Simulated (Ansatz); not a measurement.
```xyz
9

Si   -0.4844    1.3141   -0.0776
C     0.0548   -0.4014    0.4804
C     0.6245   -1.3387   -0.2806
Br    1.0069   -1.1002   -2.1305
H    -1.0654    2.0178    1.1017
H     0.6779    2.0952   -0.5883
H    -1.5166    1.2232   -1.1491
H    -0.1023   -0.6870    1.5291
H     0.9282   -2.3282    0.0702
```

Theory: RKS B3LYP-D4/def2-SVP in Ansatz 0.2.0.

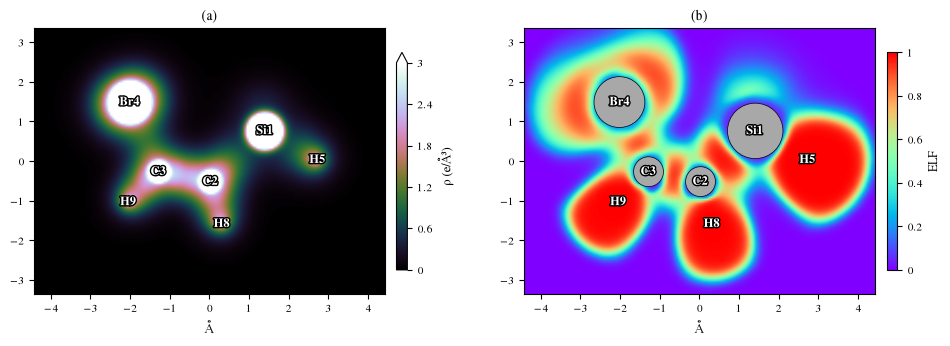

C2H5BrSi (SMILES [SiH3]C=CBr). (a) electron density; (b) ELF on the plane of atoms Br4, C3 and H9. Grey discs cover the atomic cores in the ELF map.

> Describe what can be read from this map.

The section cuts through Si, C, Br and H sites.
C–C (1.34 Å): ρ at the midpoint is about 2.3 e/Å³; the ELF peaks at about 0.90 between the atoms: a short, multiple covalent bond.
C–Si (1.88 Å): ρ at the midpoint is about 0.94 e/Å³; the ELF peaks at about 0.95 between the atoms: localised, covalent bonding.
C–Br (1.90 Å): ρ at the midpoint is about 1.1 e/Å³; the ELF peaks at about 0.90 between the atoms: a shared electron pair.
C–H (1.09 Å): the density is about 2 e/Å³ at the midpoint; the ELF climbs to about 1 towards the hydrogen, as it does in any bond to H: an ordinary covalent bond to hydrogen.
Si–H (1.49 Å): the density is about 0.76 e/Å³ at the midpoint; the ELF climbs to about 1 towards the hydrogen.
The ELF also peaks beside Br4, away from the bonds: lone-pair regions.
